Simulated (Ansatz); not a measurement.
CH₄BClSi (SMILES B[Si](=C)Cl)

Input

```
crystal:
  periodic: [false, false, false]
  atoms:
    - { symbol: B, position_ang: [-0.80175, 1.51739, -0.15044] }
    - { symbol: Si, position_ang: [-0.30974, -0.33154, -0.08516] }
    - { symbol: C, position_ang: [1.25147, -1.08181, 0.27047] }
    - { symbol: Cl, position_ang: [-1.79973, -1.68234, -0.49013] }
    - { symbol: H, position_ang: [0.00553, 2.332, 0.07712] }
    - { symbol: H, position_ang: [-1.88442, 1.88486, -0.4067] }
    - { symbol: H, position_ang: [1.41732, -2.14641, 0.28041] }
    - { symbol: H, position_ang: [2.12132, -0.49215, 0.50443] }
basis:
  gaussian: { orbitals: def2-SVP }
hamiltonian:
  xc: hf
relax:
  f_tol: 0.015
  max_steps: 40
output:
  orbitals: {}
```

Launched as:

```sh
ansatz run input.yaml --threads 1 --pin off --max-ram 2048MiB --backend cpu --events-out ev --progress --plain --runs-dir out
```

The fields are those of the relaxed geometry.

Level of theory: RHF/def2-SVP in Ansatz 0.2.0.

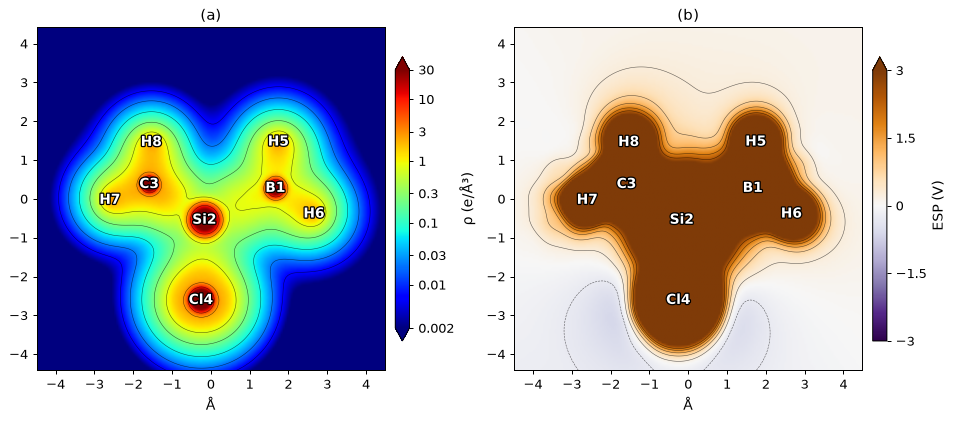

Figure 1. (a) electron density; (b) electrostatic potential on the molecular plane.

Read the bonding off the picture.

Answer.
- The plane passes through B, Si, C, Cl and H nuclei.
- C–Si (1.70 Å): the density is about 1.2 e/Å³ at the midpoint.
- Si–B (2.00 Å): the density is about 0.85 e/Å³ at the midpoint.
- Si–Cl (2.07 Å): ρ is about 0.85 e/Å³ halfway.
- C–H (1.08 Å): ρ at the midpoint is about 2 e/Å³.
- B–H (1.19 Å): the density is about 1.3 e/Å³ at the midpoint.
- Outside the dense part of the molecule the potential is most negative (−0.6 V) near Cl4.

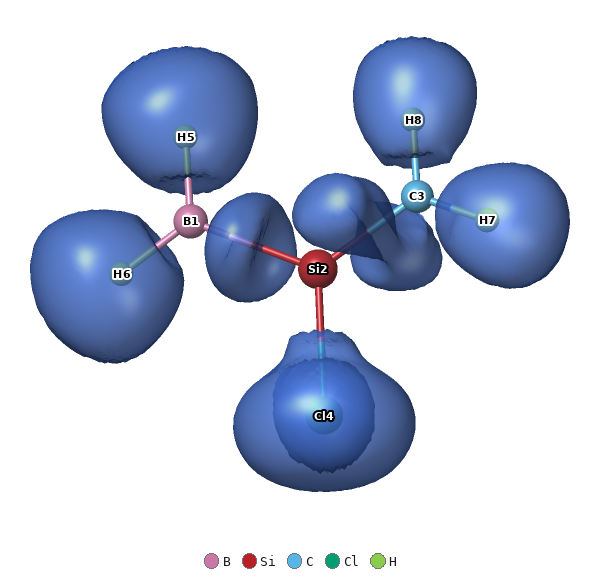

Figure 2. Isosurface of the ELF at 0.8 (blue), seen at a tilt. Core shells and regions of very low density are left out.

Identify the bonds, lone pairs and shells in this picture.

Answer. The surface consists of one region between bonded B–Si atoms (shared pairs), one region between bonded C–Si atoms (shared pairs), four regions around hydrogen nuclei and one region on Cl in which the atom's valence shell and bonds are merged.


C–Si (1.70 Å): the ELF peaks at about 0.95 between the atoms, as expected for localised, covalent bonding. Si–B (2.00 Å): the ELF peaks at about 1 between the atoms; a shared electron pair.

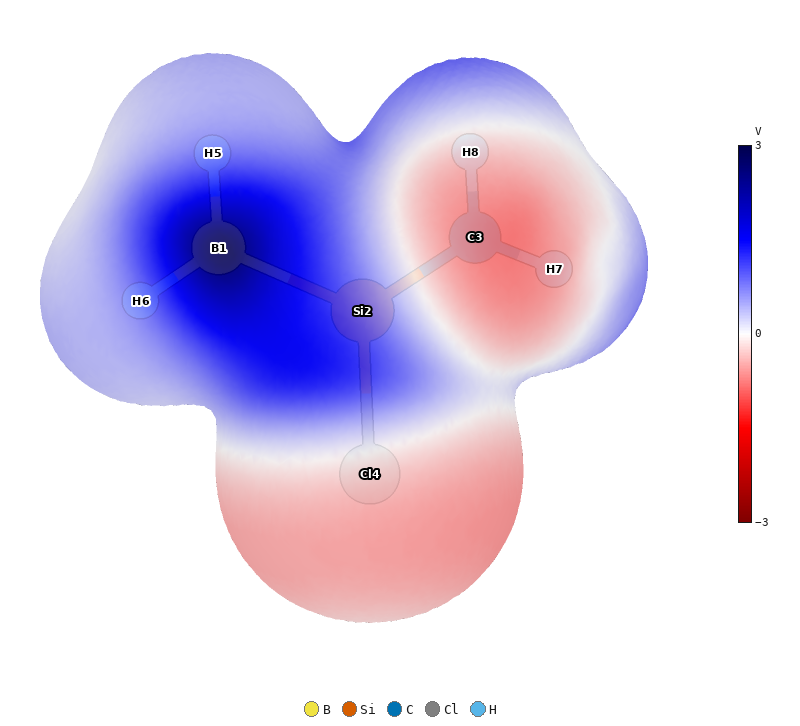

Figure 3. The electrostatic potential painted on the density surface at 0.002 e/bohr³, seen across its widest extent; the colour scale runs from red (negative) to blue (positive).

Describe the electrostatic potential map.

Answer. The most negative region (about −0.8 V) lies over the π face of C3, the most positive (about +2.5 V) over B1.
